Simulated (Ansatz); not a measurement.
**Si₂NH₃: nudged elastic band (part 1 of 2)**

- system: Si₂NH₃
- method: UKS B3LYP-D4/def2-SVP (Ansatz 0.2.0)

The run did not end well. One setting was made poor on purpose. It belongs to a series of runs on one base structure; here: band between the two ends.

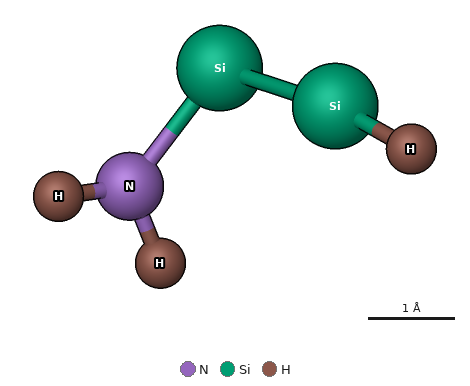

**Figure 1.** The input geometry (ball-and-stick view, seen at a tilt). Bond lengths as drawn: H–N 1.01 Å, H–Si 1.51 Å, N–Si 1.76 Å and Si–Si 2.18 Å.

## Input
```yaml
crystal:
  periodic: [false, false, false]
  atoms:
    - { symbol: "N", position_ang: [-1.04988, 0.27567, -0.90539] }
    - { symbol: Si, position_ang: [0.53737, -0.45881, -1.06422] }
    - { symbol: Si, position_ang: [1.48725, -0.4802, 0.89858] }
    - { symbol: H, position_ang: [-1.77345, -0.14072, -0.33906] }
    - { symbol: H, position_ang: [-1.15761, 1.27824, -0.91981] }
    - { symbol: H, position_ang: [1.95632, -0.47418, 2.3299] }
magnetization:
  spin_polarized: true
basis:
  gaussian: { orbitals: def2-SVP }
hamiltonian:
  xc: b3lyp
  dispersion: d4
neb:
  order_check: false
  images: 5
  f_tol: 0.05
  max_iterations: 60
  final_atoms:
    - { symbol: "N", position_ang: [-1.04988, 0.27567, -0.90539] }
    - { symbol: Si, position_ang: [0.53737, -0.45881, -1.06422] }
    - { symbol: Si, position_ang: [1.48725, -0.4802, 0.89858] }
    - { symbol: H, position_ang: [-1.77345, -0.14072, -0.33906] }
    - { symbol: H, position_ang: [0.62856, -0.44487, -2.50126] }
    - { symbol: H, position_ang: [1.95632, -0.47418, 2.3299] }
  initial_path:
    images:
      - { positions_ang: [[-1.04988, 0.27567, -0.90539], [0.53737, -0.45881, -1.06422], [1.48725, -0.4802, 0.89858], [-1.77345, -0.14072, -0.33906], [-1.15761, 1.27824, -0.91981], [1.95632, -0.47418, 2.3299]] }
      - { positions_ang: [[-1.14950932, 0.25919033, -0.77797194], [0.47731631, -0.28158825, -1.0130308], [1.4737127, -0.43915274, 0.90865756], [-1.80926597, -0.27608854, -0.27709202], [-0.97006694, 1.29190422, -1.1520563], [1.97781323, -0.55426502, 2.3114935]] }
      - { positions_ang: [[-1.24913865, 0.24271066, -0.65055388], [0.41726262, -0.1043665, -0.96184161], [1.4601754, -0.39810548, 0.91873513], [-1.84508194, -0.41145709, -0.21512404], [-0.78252387, 1.30556844, -1.3843026], [1.99930645, -0.63435004, 2.29308699]] }
      - { positions_ang: [[-1.34876797, 0.226231, -0.52313582], [0.35720892, 0.07285525, -0.91065241], [1.44663809, -0.35705822, 0.92881269], [-1.88089791, -0.54682563, -0.15315605], [-0.59498081, 1.31923266, -1.6165489], [2.02079968, -0.71443506, 2.27468049]] }
      - { positions_ang: [[-1.24913865, 0.24271066, -0.65055388], [0.41726262, -0.1043665, -0.96184161], [1.4601754, -0.39810548, 0.91873513], [-1.84508194, -0.41145709, -0.21512404], [-0.18713387, 0.73119844, -1.9114526], [1.99930645, -0.63435004, 2.29308699]] }
      - { positions_ang: [[-1.14950932, 0.25919033, -0.77797194], [0.47731631, -0.28158825, -1.0130308], [1.4737127, -0.43915274, 0.90865756], [-1.80926597, -0.27608854, -0.27709202], [0.22071306, 0.14316422, -2.2063563], [1.97781323, -0.55426502, 2.3114935]] }
      - { positions_ang: [[-1.04988, 0.27567, -0.90539], [0.53737, -0.45881, -1.06422], [1.48725, -0.4802, 0.89858], [-1.77345, -0.14072, -0.33906], [0.62856, -0.44487, -2.50126], [1.95632, -0.47418, 2.3299]] }
```

Run on 2 threads of Arm Neoverse V1, 24 GiB of memory available, shared host.

Launched with:
```bash
ansatz run input.yaml --threads 2 --pin off --max-ram 3072MiB --backend cpu --events-out ev --progress --plain --runs-dir out
```

## Output
```
Engine: ansatz 0.2.0, aarch64-unknown-linux-gnu
Functional definition: B3LYP
  parameter a0 = 0.2
  parameter ax = 0.72
  parameter ac = 0.81
  exchange = (1 - a0 - ax)*slater_x + ax*b88_x + a0*exact_x
  correlation = (1 - ac)*vwn_rpa_c + ac*lyp_c
669 factors; integrals over basis functions are off by at most 4.0e-4 eV
mean field evaluation 1: about -17278.5213 eV, gradient 4.0e1 eV
mean field evaluation 2: about -17219.4409 eV, gradient 8.9e1 eV
mean field evaluation 4: about -17283.7611 eV, gradient 1.3e1 eV
mean field evaluation 8: about -17285.3512 eV, gradient 2.5e-1 eV
mean field evaluation 16: about -17285.3520 eV, gradient 1.6e-4 eV
mean field evaluation 32: about -17284.6286 eV, gradient 4.7e0 eV
mean field -17285.38976871 eV, -635.2263575422 hartree, gradient 1.8e-5 eV, S^2 0.394322; 5 other end points of the search recorded, 0 dependent functions left out
the calculation of the forces begins
reference -17285.39000075 eV, -635.2263660692 hartree; 19, 19 occupied and 46, 46 virtual orbitals, 669 factors
669 factors; integrals over basis functions are off by at most 9.7e-4 eV
mean field evaluation 64: about -17283.3411 eV, gradient 4.8e-1 eV
mean field evaluation 96: about -17283.6138 eV, gradient 3.8e-3 eV
mean field evaluation 128: about -17283.0252 eV, gradient 3.0e0 eV
mean field -17283.61377715 eV, -635.1610910562 hartree, gradient 1.6e-5 eV, S^2 0.873669; 10 other end points of the search recorded, 0 dependent functions left out
[... from here on the field's lines of each further geometry are left out, up to the last ...]
WARN: NEB end point (image 0): max|allowed force component| = 1.781e0 eV/Å (the criterion of neb.relax_end_points is 1.000e-2). That is over neb.f_tol: it is no minimum, so the barrier can be far off. Relax it first
WARN: NEB end point (image 6): max|allowed force component| = 2.854e0 eV/Å (the criterion of neb.relax_end_points is 1.000e-2). That is over neb.f_tol: it is no minimum, so the barrier can be far off. Relax it first
NEB iter   1: max|band force component| = 5.645e0 eV/Å  barrier→ = 3.4502 eV  barrier← = 1.6772 eV  Δτ_max = 0.2000 Å  (1354 SCF iters)
NEB iter   2: max|band force component| = 2.657e0 eV/Å  barrier→ = 3.0190 eV  barrier← = 1.2459 eV  Δτ_max = 0.1906 Å  (357 SCF iters)
NEB iter   3: max|band force component| = 2.397e0 eV/Å  barrier→ = 2.1856 eV  barrier← = 0.4125 eV  Δτ_max = 0.2000 Å  (305 SCF iters)
NEB iter   4: max|band force component| = 2.327e0 eV/Å  barrier→ = 2.0207 eV  barrier← = 0.2477 eV  Δτ_max = 0.1989 Å  (246 SCF iters)
NEB iter   5: max|band force component| = 1.840e0 eV/Å  barrier→ = 1.7730 eV  barrier← = 0.0000 eV  Δτ_max = 0.1999 Å  (238 SCF iters)
NEB iter   6: max|band force component| = 1.614e0 eV/Å  barrier→ = 1.7730 eV  barrier← = 0.0000 eV  Δτ_max = 0.2000 Å  (226 SCF iters)
NEB iter   7: max|band force component| = 1.706e0 eV/Å  barrier→ = 1.7730 eV  barrier← = 0.0000 eV  Δτ_max = 0.1001 Å  (221 SCF iters)
NEB iter   8: max|band force component| = 1.031e0 eV/Å  barrier→ = 1.7730 eV  barrier← = 0.0000 eV  Δτ_max = 0.2000 Å  (240 SCF iters)
NEB iter   9: max|band force component| = 9.639e-1 eV/Å  barrier→ = 1.7730 eV  barrier← = 0.0000 eV  Δτ_max = 0.2000 Å  (387 SCF iters)
NEB iter  10: max|band force component| = 2.359e0 eV/Å  barrier→ = 1.7730 eV  barrier← = 0.0000 eV  Δτ_max = 0.1008 Å  (314 SCF iters)
NEB iter  11: max|band force component| = 5.549e-1 eV/Å  barrier→ = 1.7730 eV  barrier← = 0.0000 eV  Δτ_max = 0.2000 Å  (307 SCF iters)
NEB iter  12: max|band force component| = 1.081e0 eV/Å  barrier→ = 1.7730 eV  barrier← = 0.0000 eV  Δτ_max = 0.1024 Å  (380 SCF iters)
NEB iter  13: max|band force component| = 5.693e-1 eV/Å  barrier→ = 1.7730 eV  barrier← = 0.0000 eV  Δτ_max = 0.0997 Å  (364 SCF iters)
NEB iter  14: max|band force component| = 2.860e0 eV/Å  barrier→ = -0.2083 eV  barrier← = -1.9813 eV  CI = image 3  Δτ_max = 0.1014 Å  (343 SCF iters)
NEB iter  15: max|band force component| = 3.332e0 eV/Å  barrier→ = 0.1223 eV  barrier← = -1.6507 eV  CI = image 3  Δτ_max = 0.2000 Å  (233 SCF iters)
NEB iter  16: max|band force component| = 3.109e0 eV/Å  barrier→ = 0.6213 eV  barrier← = -1.1517 eV  CI = image 3  Δτ_max = 0.2000 Å  (250 SCF iters)
NEB iter  17: max|band force component| = 4.154e0 eV/Å  barrier→ = 1.0390 eV  barrier← = -0.7340 eV  CI = image 3  Δτ_max = 0.2000 Å  (374 SCF iters)
NEB iter  18: max|band force component| = 3.978e0 eV/Å  barrier→ = 1.1772 eV  barrier← = -0.5959 eV  CI = image 3  Δτ_max = 0.2000 Å  (389 SCF iters)
NEB iter  19: max|band force component| = 2.759e0 eV/Å  barrier→ = 0.6594 eV  barrier← = -1.1137 eV  CI = image 3  Δτ_max = 0.2000 Å  (314 SCF iters)
NEB iter  20: max|band force component| = 3.022e0 eV/Å  barrier→ = 0.6332 eV  barrier← = -1.1398 eV  CI = image 3  Δτ_max = 0.2000 Å  (285 SCF iters)
NEB iter  21: max|band force component| = 2.290e0 eV/Å  barrier→ = 0.9860 eV  barrier← = -0.7870 eV  CI = image 3  Δτ_max = 0.2000 Å  (244 SCF iters)
NEB iter  22: max|band force component| = 2.050e0 eV/Å  barrier→ = 1.3797 eV  barrier← = -0.3933 eV  CI = image 3  Δτ_max = 0.2000 Å  (207 SCF iters)
NEB iter  23: max|band force component| = 1.174e0 eV/Å  barrier→ = 1.4749 eV  barrier← = -0.2981 eV  CI = image 3  Δτ_max = 0.1990 Å  (205 SCF iters)
NEB iter  24: max|band force component| = 1.002e0 eV/Å  barrier→ = 1.4064 eV  barrier← = -0.3666 eV  CI = image 3  Δτ_max = 0.2000 Å  (197 SCF iters)
NEB iter  25: max|band force component| = 9.232e-1 eV/Å  barrier→ = 1.3711 eV  barrier← = -0.4019 eV  CI = image 3  Δτ_max = 0.2000 Å  (224 SCF iters)
NEB iter  26: max|band force component| = 1.262e0 eV/Å  barrier→ = 1.3412 eV  barrier← = -0.4319 eV  CI = image 3  Δτ_max = 0.1008 Å  (191 SCF iters)
NEB iter  27: max|band force component| = 1.194e0 eV/Å  barrier→ = 1.3142 eV  barrier← = -0.4589 eV  CI = image 3  Δτ_max = 0.1004 Å  (214 SCF iters)
NEB iter  28: max|band force component| = 8.271e-1 eV/Å  barrier→ = 1.2885 eV  barrier← = -0.4845 eV  CI = image 3  Δτ_max = 0.1980 Å  (207 SCF iters)
NEB iter  29: max|band force component| = 1.678e0 eV/Å  barrier→ = 1.2732 eV  barrier← = -0.4998 eV  CI = image 3  Δτ_max = 0.1001 Å  (289 SCF iters)
NEB iter  30: max|band force component| = 3.498e-1 eV/Å  barrier→ = 1.2604 eV  barrier← = -0.5127 eV  CI = image 3  Δτ_max = 0.1003 Å  (351 SCF iters)
NEB iter  31: max|band force component| = 4.445e-1 eV/Å  barrier→ = 1.2524 eV  barrier← = -0.5206 eV  CI = image 3  Δτ_max = 0.0499 Å  (294 SCF iters)
NEB iter  32: max|band force component| = 4.637e-1 eV/Å  barrier→ = 1.2595 eV  barrier← = -0.5136 eV  CI = image 3  Δτ_max = 0.0250 Å  (351 SCF iters)
NEB iter  33: max|band force component| = 5.223e-1 eV/Å  barrier→ = 1.2566 eV  barrier← = -0.5164 eV  CI = image 3  Δτ_max = 0.0252 Å  (365 SCF iters)
NEB iter  34: max|band force component| = 5.194e-1 eV/Å  barrier→ = 1.2506 eV  barrier← = -0.5225 eV  CI = image 3  Δτ_max = 0.0508 Å  (251 SCF iters)
NEB iter  35: max|band force component| = 4.840e-1 eV/Å  barrier→ = 1.2404 eV  barrier← = -0.5326 eV  CI = image 3  Δτ_max = 0.1025 Å  (210 SCF iters)
NEB iter  36: max|band force component| = 3.462e-1 eV/Å  barrier→ = 1.2176 eV  barrier← = -0.5554 eV  CI = image 3  Δτ_max = 0.0994 Å  (218 SCF iters)
NEB iter  37: max|band force component| = 4.990e-1 eV/Å  barrier→ = 1.1883 eV  barrier← = -0.5847 eV  CI = image 3  Δτ_max = 0.0503 Å  (207 SCF iters)
NEB iter  38: max|band force component| = 6.484e-1 eV/Å  barrier→ = 1.1682 eV  barrier← = -0.6048 eV  CI = image 3  Δτ_max = 0.0251 Å  (212 SCF iters)
NEB iter  39: max|band force component| = 4.172e-1 eV/Å  barrier→ = 1.1653 eV  barrier← = -0.6077 eV  CI = image 3  Δτ_max = 0.0252 Å  (200 SCF iters)
NEB iter  40: max|band force component| = 1.462e-1 eV/Å  barrier→ = 1.1584 eV  barrier← = -0.6146 eV  CI = image 3  Δτ_max = 0.0499 Å  (202 SCF iters)
NEB iter  41: max|band force component| = 1.361e-1 eV/Å  barrier→ = 1.1482 eV  barrier← = -0.6248 eV  CI = image 3  Δτ_max = 0.0502 Å  (241 SCF iters)
NEB iter  42: max|band force component| = 1.706e-1 eV/Å  barrier→ = 1.1419 eV  barrier← = -0.6311 eV  CI = image 3  Δτ_max = 0.0251 Å  (264 SCF iters)
NEB iter  43: max|band force component| = 1.093e-1 eV/Å  barrier→ = 1.1383 eV  barrier← = -0.6347 eV  CI = image 3  Δτ_max = 0.0250 Å  (214 SCF iters)
NEB iter  44: max|band force component| = 6.386e-1 eV/Å  barrier→ = 1.1303 eV  barrier← = -0.6428 eV  CI = image 3  Δτ_max = 0.0125 Å  (294 SCF iters)
NEB iter  45: max|band force component| = 7.241e-1 eV/Å  barrier→ = 1.1252 eV  barrier← = -0.6478 eV  CI = image 3  Δτ_max = 0.0249 Å  (221 SCF iters)
NEB iter  46: max|band force component| = 7.360e-1 eV/Å  barrier→ = 1.1034 eV  barrier← = -0.6697 eV  CI = image 3  Δτ_max = 0.0499 Å  (228 SCF iters)
NEB iter  47: max|band force component| = 7.359e-1 eV/Å  barrier→ = 1.0293 eV  barrier← = -0.7437 eV  CI = image 3  Δτ_max = 0.0992 Å  (196 SCF iters)
NEB iter  48: max|band force component| = 8.111e-1 eV/Å  barrier→ = 0.8893 eV  barrier← = -0.8837 eV  CI = image 3  Δτ_max = 0.2000 Å  (224 SCF iters)
NEB iter  49: max|band force component| = 1.459e0 eV/Å  barrier→ = 0.3569 eV  barrier← = -1.4162 eV  CI = image 3  Δτ_max = 0.1988 Å  (284 SCF iters)
NEB iter  50: max|band force component| = 1.201e0 eV/Å  barrier→ = -0.2928 eV  barrier← = -2.0658 eV  CI = image 3  Δτ_max = 0.2000 Å  (203 SCF iters)
NEB iter  51: max|band force component| = 9.041e-1 eV/Å  barrier→ = -0.3679 eV  barrier← = -2.1410 eV  CI = image 5  Δτ_max = 0.2000 Å  (198 SCF iters)
NEB iter  52: max|band force component| = 1.708e0 eV/Å  barrier→ = -0.3753 eV  barrier← = -2.1483 eV  CI = image 5  Δτ_max = 0.1000 Å  (195 SCF iters)
NEB iter  53: max|band force component| = 1.699e0 eV/Å  barrier→ = -0.4228 eV  barrier← = -2.1958 eV  CI = image 5  Δτ_max = 0.1984 Å  (203 SCF iters)
NEB iter  54: max|band force component| = 1.548e0 eV/Å  barrier→ = -0.4654 eV  barrier← = -2.2384 eV  CI = image 5  Δτ_max = 0.1950 Å  (215 SCF iters)
NEB iter  55: max|band force component| = 1.510e0 eV/Å  barrier→ = -0.0850 eV  barrier← = -1.8580 eV  CI = image 5  Δτ_max = 0.2000 Å  (317 SCF iters)
NEB iter  56: max|band force component| = 1.429e0 eV/Å  barrier→ = -0.0535 eV  barrier← = -1.8265 eV  CI = image 5  Δτ_max = 0.1945 Å  (233 SCF iters)
NEB iter  57: max|band force component| = 1.986e0 eV/Å  barrier→ = 0.3577 eV  barrier← = -1.4154 eV  CI = image 5  Δτ_max = 0.1005 Å  (193 SCF iters)
NEB iter  58: max|band force component| = 1.816e0 eV/Å  barrier→ = 0.2729 eV  barrier← = -1.5001 eV  CI = image 5  Δτ_max = 0.1979 Å  (179 SCF iters)
NEB iter  59: max|band force component| = 1.543e0 eV/Å  barrier→ = 0.2427 eV  barrier← = -1.5303 eV  CI = image 5  Δτ_max = 0.1977 Å  (203 SCF iters)
the calculation of the forces begins
reference -17286.56206973 eV, -635.2694388099 hartree; 19, 19 occupied and 46, 46 virtual orbitals, 665 factors
these checks for a lower state are left out or cut short: starts, cluster_reference, orbital_swaps, neighbouring_geometries, increment
669 factors; integrals over basis functions are off by at most 9.2e-4 eV
mean field evaluation 3488: about -17284.2072 eV, gradient 8.0e-6 eV
mean field -17284.20716527 eV, -635.1828976671 hartree, gradient 8.0e-6 eV, S^2 0.000000; 0 other end points of the search recorded, 0 dependent functions left out
the calculation of the forces begins
reference -17284.20740858 eV, -635.1829066087 hartree; 19, 19 occupied and 46, 46 virtual orbitals, 669 factors
NEB iter  60: max|band force component| = 2.061e0 eV/Å  barrier→ = 1.1507 eV  barrier← = -0.6223 eV  CI = image 5  Δτ_max = 0.1958 Å  (301 SCF iters)
```
